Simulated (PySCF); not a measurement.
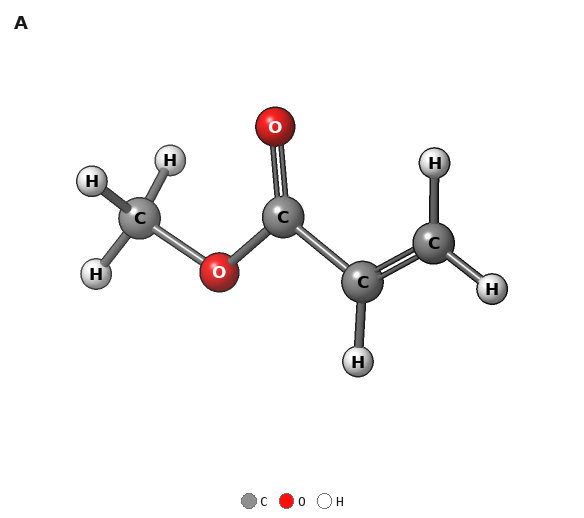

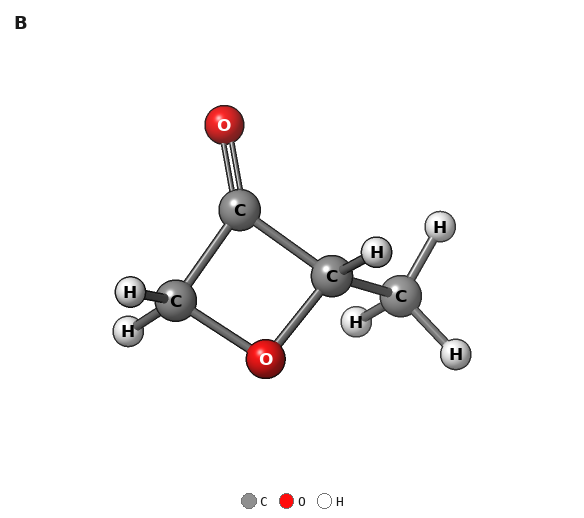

2 stationary structures of one formula. Geometries: GFN2-xTB. Electronic energies: PBE0/pcSseg-1 (PySCF 2.14.0), without zero-point energy. No frequency run is at hand to confirm each as a minimum. Each is one conformer, not always the lowest.

Question: Which is lowest in energy, and by how much?

Answer: A is lowest; B lies 17.1 kcal/mol above it. A is `C=CC(=O)OC`, B is `C[C@@H]1OCC1=O`.
